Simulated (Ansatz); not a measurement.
# CHSi+ (triplet): correlated methods under varied settings

Aim: run CHSi+ (triplet) at one geometry under a spread of methods and options, and see what each costs and gives.

Computed with Ansatz 0.2.0, Gaussian basis. Level: the settings change from run to run.

16 further runs of the same task are left out: 7 that didn't finish, 9 set aside as unsound or not needed.

### 1 The system

The geometry is a PBE0/def2-TZVP stationary point (not a proven minimum) of the parent state, kept for this charge and spin.

3 atoms, charge 1, spin multiplicity 3.

Atoms are counted from 1 here; the program's logs count them from 0.

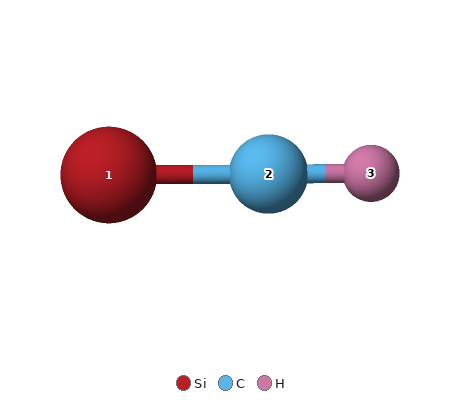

The structure; silicon red, carbon blue, hydrogen pink; atoms are numbered from 1 in the order of the file.

Coordinates:

```xyz
3

Si    0.0000    0.0000    1.4814
C     0.0000    0.0000   -0.2010
H     0.0000    0.0000   -1.2804
```

### 2 CASSCF(4,5)/def2-mTZVP

in.yaml

```yaml
crystal:
  periodic: [false, false, false]
  atoms:
    - {symbol: Si, position_ang: [0.000000, 0.000000, 1.481442]}
    - {symbol: C, position_ang: [0.000000, 0.000000, -0.201009]}
    - {symbol: H, position_ang: [0.000000, 0.000000, -1.280432]}
basis:
  gaussian: {orbitals: def2-mTZVP}
total_charge: 1
magnetization: {spin_polarized: false, initial_magnetization: 2}
correlation: {active_space: {window: {electrons: 4, orbitals: 5}}}
```

Launch:

```bash
$ ansatz run in.yaml --threads 1 --pin off --events-out ev --progress --plain --max-ram 2393MiB
```

The program printed:

```text
Functional definition: HF
  name "HF"
  cite "Fock, Z. Phys. 61, 126 (1930) doi:10.1007/BF01340294"
  parent pbe
  exchange = exact_x
  correlation = 0
393 factors; integrals over basis functions are off by at most 1.3e-3 eV
mean field evaluation 1: about -8889.4738 eV, gradient 3.8e1 eV
mean field evaluation 2: about -8889.4800 eV, gradient 3.8e1 eV
mean field evaluation 4: about -8896.9917 eV, gradient 9.9e0 eV
mean field evaluation 8: about -8897.7081 eV, gradient 6.4e-2 eV
mean field evaluation 16: about -8894.7985 eV, gradient 8.0e0 eV
mean field evaluation 32: about -8895.3320 eV, gradient 9.1e-7 eV
mean field evaluation 64: about -8895.3290 eV, gradient 4.7e-2 eV
mean field -8897.70773944 eV, -326.9847283415 hartree, gradient 2.6e-6 eV, S^2 2.000000; 3 other end points of the search recorded, 0 dependent functions left out
reference -8897.70773944 eV, -326.9847283415 hartree; 11, 9 occupied and 33, 35 virtual orbitals, 393 factors
state -8898.58153721 eV, -327.0168398171 hartree
Total energy: -8898.58153721 eV, -327.0168398171 hartree
```

Wall time 0.75 s (1 thread of Arm Neoverse V2, shared host).

From the report: 100 determinants; active occupations 1.90, 1.00, 1.00, 0.05, 0.05.

### 3 BCCD(T) on UHF/def2-mTZVP

Changes to in.yaml since step 2:

```diff
@@ -9,3 +9,4 @@
 total_charge: 1
-magnetization: {spin_polarized: false, initial_magnetization: 2}
-correlation: {active_space: {window: {electrons: 4, orbitals: 5}}}
+magnetization: {spin_polarized: true, initial_magnetization: 2}
+hamiltonian: {pseudopotentials: {relativity: scalar}}
+correlation: {method: bccd_t, electrons: valence}
```

Launched as before.

The program printed, cut to the lines that bear on the results:

```text
Functional definition: HF
  name "HF"
  cite "Fock, Z. Phys. 61, 126 (1930) doi:10.1007/BF01340294"
  parent pbe
[...]
393 factors; integrals over basis functions are off by at most 1.3e-3 eV
[...]
mean field -8913.06864787 eV, -327.5492313143 hartree, gradient 1.2e-6 eV, S^2 2.020186; 7 other end points of the search recorded, 0 dependent functions left out
determinant -8913.06864787 eV, -327.5492313143 hartree, with singles and doubles -8917.55936779 eV, -327.7142622274 hartree
determinant -8910.89936170 eV, -327.4695115178 hartree, with singles and doubles -8915.72469461 eV, -327.6468392318 hartree
determinant -8910.64573041 eV, -327.4601907398 hartree, with singles and doubles -8915.73993328 eV, -327.6473992425 hartree
determinant -8910.58622952 eV, -327.4580041224 hartree, with singles and doubles -8915.78797115 eV, -327.6491646015 hartree
6 core orbitals not correlated: weight in the atoms' cores, before any rotation towards them, 1.000 or more for the frozen orbitals, at most 0.000 for the correlated occupied ones
reference -8913.06864787 eV, -327.5492313143 hartree; 5, 3 occupied and 33, 35 virtual orbitals, 393 factors
second order -3.65735133 eV of doubles, -0.00000000 eV of singles
cycle   1  -4.47797751 eV  change   -1.4e-1 eV  update   1.7e-2
[...]
cycle   8  -4.48822751 eV  change    2.8e-6 eV  update   7.0e-6
perturbative correction -0.14018741 eV, -0.0051517922 hartree
Total energy: -8917.69706278 eV, -327.7193224251 hartree
Relativity: scalar
```

Wall time 2.8 s (1 thread of Arm Neoverse V2, shared host).

From the report: ⟨S²⟩ of the determinant 2.020 (pure triplet: 2.00); correlation -4.6284 eV; largest double amplitude 0.07.

### 4 MRCISD+Q(2,5)/6-31G

in.yaml

```yaml
crystal:
  periodic: [false, false, false]
  atoms:
    - {symbol: Si, position_ang: [0.000000, 0.000000, 1.481442]}
    - {symbol: C, position_ang: [0.000000, 0.000000, -0.201009]}
    - {symbol: H, position_ang: [0.000000, 0.000000, -1.280432]}
basis:
  gaussian: {orbitals: 6-31G}
total_charge: 1
magnetization: {spin_polarized: false, initial_magnetization: 2}
correlation: {method: fic_mrcisd_q, electrons: valence, active_space: {window: {electrons: 2, orbitals: 5}, states: [{multiplicity: 3, weights: [0.5, 1]}]}}
```

The command is unchanged.

The program printed, cut to the lines that bear on the results:

```text
Functional definition: HF
  name "HF"
  cite "Fock, Z. Phys. 61, 126 (1930) doi:10.1007/BF01340294"
  parent pbe
[...]
494 factors; integrals over basis functions are off by at most 5.6e-8 eV
[...]
mean field -8895.79524166 eV, -326.9144453444 hartree, gradient 6.8e-7 eV, S^2 2.000000; 4 other end points of the search recorded, 0 dependent functions left out
reference -8895.79524166 eV, -326.9144453444 hartree; 11, 9 occupied and 13, 15 virtual orbitals, 494 factors
state -8895.73027919 eV, -326.9120580176 hartree
state -8890.81447413 eV, -326.7314055138 hartree
contracted CI cycle   1: correlation 0.00000000 eV, 0.0000000000 hartree, residual 1.15e1 eV
contracted CI cycle   2: correlation -2.63758733 eV, -0.0969295467 hartree, residual 2.58e0 eV
contracted CI cycle   3: correlation -2.81452405 eV, -0.1034318511 hartree, residual 7.94e-1 eV
[...]
contracted CI cycle  46: correlation -2.45061177 eV, -0.0900583216 hartree, residual 3.53e-4 eV
contracted CI cycle  47: correlation -2.45061176 eV, -0.0900583213 hartree, residual 3.86e-4 eV
contracted CI cycle  48: correlation -2.45061177 eV, -0.0900583214 hartree, residual 1.65e-4 eV
contracted CI cycle  49: correlation -2.45061177 eV, -0.0900583215 hartree, residual 1.12e-4 eV
contracted CI cycle  50: correlation -2.45061177 eV, -0.0900583215 hartree, residual 8.21e-5 eV
contracted CI cycle  51: correlation -2.45061177 eV, -0.0900583216 hartree, residual 3.99e-4 eV
contracted CI cycle  52: correlation -2.45061177 eV, -0.0900583215 hartree, residual 8.37e-5 eV
state -8890.01532385 eV, -326.7020372827 hartree; corrected -8892.79019153 eV, -326.8040117890 hartree
state -8895.73027919 eV, -326.9120580176 hartree; corrected -8898.79761952 eV, -327.0247806958 hartree
state -8890.81447413 eV, -326.7314055138 hartree; corrected -8893.39609993 eV, -326.8262785121 hartree
Total energy: -8895.19660646 eV, -326.8924459067 hartree
```

It took 2.1 s on 1 thread of Arm Neoverse V2, shared host.

From the report: 25 determinants; active occupations (of the averaged states) 0.78, 0.54, 0.46, 0.22, 0.00.

### 5 CCSD(T) on UHF/def2-SVPD

in.yaml

```yaml
crystal:
  periodic: [false, false, false]
  atoms:
    - {symbol: Si, position_ang: [0.000000, 0.000000, 1.481442]}
    - {symbol: C, position_ang: [0.000000, 0.000000, -0.201009]}
    - {symbol: H, position_ang: [0.000000, 0.000000, -1.280432]}
basis:
  gaussian: {orbitals: def2-SVPD}
total_charge: 1
magnetization: {spin_polarized: true, initial_magnetization: 2}
correlation: {method: ccsd_t, electrons: all}
output: {forces: true}
```

Launched as before.

The program printed, cut to the lines that bear on the results:

```text
Functional definition: HF
  name "HF"
  cite "Fock, Z. Phys. 61, 126 (1930) doi:10.1007/BF01340294"
  parent pbe
[...]
513 factors; integrals over basis functions are off by at most 1.2e-3 eV
[...]
mean field -8894.25750156 eV, -326.8579344379 hartree, gradient 1.5e-6 eV, S^2 2.019765; 14 other end points of the search recorded, 0 dependent functions left out
determinant -8894.25750156 eV, -326.8579344379 hartree, with singles and doubles -8899.28905222 eV, -327.0428405143 hartree
determinant -8892.16576501 eV, -326.7810645378 hartree, with singles and doubles -8897.54354412 eV, -326.9786942749 hartree
determinant -8891.95927441 eV, -326.7734761482 hartree, with singles and doubles -8897.57458996 eV, -326.9798351883 hartree
determinant -8891.91360102 eV, -326.7717976818 hartree, with singles and doubles -8897.61244812 eV, -326.9812264502 hartree
determinant -8890.38807173 eV, -326.7157355147 hartree, with singles and doubles -8894.71816109 eV, -326.8748633636 hartree
reference -8894.25750156 eV, -326.8579344379 hartree; 11, 9 occupied and 41, 43 virtual orbitals, 513 factors
second order -4.14920204 eV of doubles, -0.00000000 eV of singles
cycle   1  -5.01849768 eV  change   -2.2e-1 eV  update   1.7e-2
[...]
cycle  12  -5.03047483 eV  change   -2.1e-8 eV  update   1.2e-7
perturbative correction -0.14987845 eV, -0.0055079314 hartree
[...]
Total energy: -8899.43785484 eV, -327.0483089097 hartree
Atom 0 at     0.000000     0.000000     1.481442 Å, force     0.000000    -0.000000     4.067729 eV/Å
Atom 1 at     0.000000     0.000000    -0.201009 Å, force    -0.000000     0.000000    -3.503922 eV/Å
Atom 2 at     0.000000     0.000000    -1.280432 Å, force    -0.000000    -0.000000    -0.563806 eV/Å
Dipole moment:    -0.000000     0.000000    -0.152340 e Å
```

Run time: 23 s. Hardware: 1 thread of Arm Neoverse V2, shared host; peak memory 0.27 GiB.

From the report: ⟨S²⟩ of the determinant 2.020 (pure triplet: 2.00); correlation -5.1804 eV; T1 0.011; largest double amplitude 0.07.

### 6 CCSDT(Q)/B/cc-pVDZ

in.yaml

```yaml
crystal:
  periodic: [false, false, false]
  atoms:
    - {symbol: Si, position_ang: [0.000000, 0.000000, 1.481442]}
    - {symbol: C, position_ang: [0.000000, 0.000000, -0.201009]}
    - {symbol: H, position_ang: [0.000000, 0.000000, -1.280432]}
basis:
  gaussian: {orbitals: cc-pVDZ}
total_charge: 1
magnetization: {spin_polarized: false, initial_magnetization: 2}
hamiltonian: {xc: {name: r2SCAN}}
correlation: {method: ccsdt_q_b, electrons: outside_noble_gas, diis_vectors: 12}
scf: {lower_state_search: off}
output: {forces: true}
```

The command is unchanged.

The program printed, cut to the lines that bear on the results:

```text
Functional definition: r2SCAN
  name "r2SCAN"
  cite "Furness, Kaplan, Ning, Perdew & Sun, J. Phys. Chem. Lett. 11, 8208 (2020) doi:10.1021/acs.jpclett.0c02405"
  cite "Furness, Kaplan, Ning, Perdew & Sun, J. Phys. Chem. Lett. 11, 9248 (2020) doi:10.1021/acs.jpclett.0c03077"
  parent r2scan
[...]
660 factors; integrals over basis functions are off by at most 1.5e-7 eV
[...]
mean field -8916.14885339 eV, -327.6624267793 hartree, gradient 4.0e-6 eV, S^2 2.000000; 0 other end points of the search recorded, 0 dependent functions left out
6 core orbitals not correlated: weight in the atoms' cores, before any rotation towards them, 1.000 or more for the frozen orbitals, at most 0.000 for the correlated occupied ones
reference -8897.27659737 eV, -326.9688841628 hartree; 5, 3 occupied and 26, 28 virtual orbitals, 660 factors
second order -3.91159721 eV of doubles, -0.20812376 eV of singles
cycle   1  -4.68423211 eV  change   -5.6e-1 eV  update   7.0e-2
[...]
cycle  15  -5.08258052 eV  change   -3.5e-7 eV  update   2.8e-7
perturbative correction -0.00833176 eV, -0.0003061865 hartree
[...]
Total energy: -8902.36750966 eV, -327.1559717384 hartree
Atom 0 at     0.000000     0.000000     1.481442 Å, force     0.000000     0.000000     4.411998 eV/Å
Atom 1 at     0.000000     0.000000    -0.201009 Å, force    -0.000000    -0.000000    -3.584567 eV/Å
Atom 2 at     0.000000     0.000000    -1.280432 Å, force     0.000000     0.000000    -0.827432 eV/Å
Dipole moment:    -0.000000     0.000000    -0.156266 e Å
Checks for a lower state left out: starts, cluster_reference, orbital_swaps, neighbouring_geometries, increment
```

Run time: 47 s. Hardware: 1 thread of Arm Neoverse V2, shared host; peak memory 0.64 GiB.

From the report: correlation -5.0909 eV; T1 0.022; largest double amplitude 0.07. The orbitals are Kohn-Sham ones, so correlation energy and T1 don't compare with those on Hartree-Fock orbitals.

### 7 All runs side by side

| level | correlated | functions | energy (eV) | time |
| --- | --- | --- | --- | --- |
| CASSCF(4,5)/def2-mTZVP |  | 44 | -8898.5815 | 0.75 s |
| BCCD(T) on UHF/def2-mTZVP (relativity set) | valence | 44 | -8917.6971 | 2.8 s |
| MRCISD+Q(2,5)/6-31G (mean of several states) | valence | 24 | -8895.1966 | 2.1 s |
| CCSD(T) on UHF/def2-SVPD | all | 52 | -8899.4379 | 23 s |
| CCSDT(Q)/B/cc-pVDZ (on r2SCAN orbitals) | outside noble gas | 37 | -8902.3675 | 47 s |

### 8 Results

| quantity | value |
| --- | --- |
| runs | 5 |
| quickest | CASSCF(4,5)/def2-mTZVP, 0.75 s |
| slowest | CCSDT(Q)/B/cc-pVDZ (on r2SCAN orbitals), 47 s |

**Reading.** Total energies in different bases, with other cores or another treatment of relativity can't be set against each other. CCSDT(Q)/B/cc-pVDZ (on r2SCAN orbitals) took 62 times as long as CASSCF(4,5)/def2-mTZVP; the jobs differ in more than the method.
